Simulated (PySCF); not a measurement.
# BF2H2N: the cost of one run

The runs use PySCF 2.14.0, with density-fitted response routines of our own; the level of theory stands in each step. All values are computed, except where a source is named. Atoms are numbered from 0 throughout.

## (1) Starting geometry

6 atoms, charge 0, multiplicity 1; geometry from: GFN2-xTB.

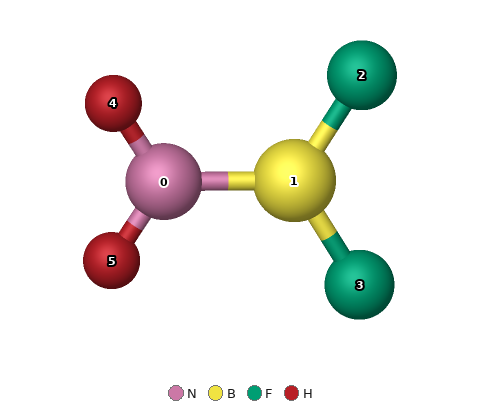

As it starts; nitrogen pink, boron yellow, fluorine teal, hydrogen red, atoms numbered.

## (2) Ultraviolet spectrum: CAM-B3LYP/def2-SVPD

What the job is given:

```
{"job": {"kind": "uv", "xc": "CAM-B3LYP", "basis": "def2-SVPD", "nstates": 8, "ntriplets": 3}, "charge": 0, "multiplicity": 1}
N     -0.739108    -0.076006    -0.004735
B      0.634996     0.066072    -0.002183
F      1.217386     1.253193    -0.098408
F      1.448109    -0.976495     0.096051
H     -1.366144     0.703880    -0.079482
H     -1.192117    -0.968654     0.067183
```

With the program's defaults for keys left out, this is: TDDFT CAM-B3LYP/def2-SVPD, vertical, gas phase, core orbitals frozen in the response.

Started as:

```console
$ OMP_NUM_THREADS=1 python probes_run.py task.json out
```

The driver reads the jobs from task.json and runs them one after another.

Q: Estimate the wall time and peak memory of this first job on 1 thread of Arm Neoverse V2, shared host.

About 5.2 s, with a peak of 0.41 GiB.
